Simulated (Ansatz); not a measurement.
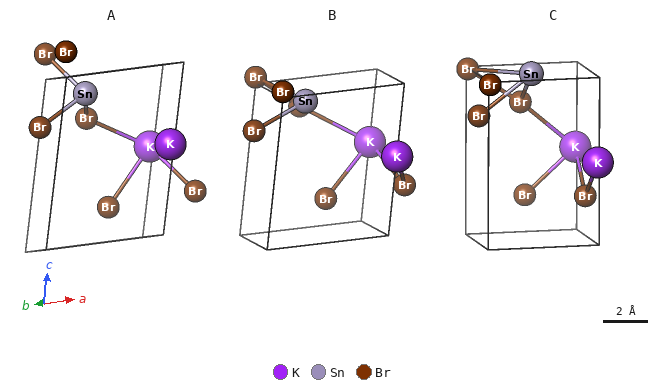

3 geometries from one relaxation of a crystal of KSnBr$_{5}$ (built on the SiSnPd5-123 type type), in shuffled order. Style: ball-and-stick. Shown: the cell of the calculation, slightly off an axis.

Case: shaken.

Theory: Ansatz, DFT, PBEsol, plane waves, PAW. (plane-wave cutoff 420 eV; k-point mesh 4 × 4 × 2; occupations fermi dirac; smearing width 0.05 eV; no spin polarisation; cell and atoms relaxed; force threshold 0.01 eV/Å; at most 120 steps)

Put them in the order of the run, from the start to the converged end.

C, B, A. They are steps 0, 16, 50, at +275 meV per atom, +35.2 meV per atom relative to the last. The energy falls by 275 meV per atom in 46 accepted moves (50 points after the start). The largest force component goes from 0.33 to 0.0084 eV/Å. The pressure goes from −0.80 to −0.01 GPa. The line search rejected the trial steps at points 28, 45 of the run. The SCF was repeated twice at an unchanged geometry on a basis and grid sized afresh for the cell, which shifted the energy by 2.0 meV per atom at most. The largest move relative to the cell is that of the Sn atom, 1.91 Å along [−2 2 −1]. By element the largest moves are Sn 1.91 Å, Br 1.88 Å, K 0.50 Å. The drawn cell changes as follows: a 5.262 → 5.615 Å (+6.7 %), b 5.344 → 5.721 Å (+7.1 %), c 7.887 → 8.448 Å (+7.1 %), α 91.0° → 108.8°, β 89.1° → 80.3°, γ 89.8° → 87.9°; the volume changes by +13.7 %. Among the contacts that change: Br–Sn 3.306 → 7.041 Å, Br–Sn 3.357 → 6.923 Å, Br–Br 3.322 → 5.294 Å, Br–Br 3.253 → 5.117 Å. Bonds break, among them: Br–K (3.38 → 4.80 Å). Among the angles between lasting bonds that change: Br–K–Br 178.0° → 143.1°, Br–K–Br 109.6° → 135.9°, Br–K–Br 111.6° → 87.6°. The space group stays P1 (No. 1).
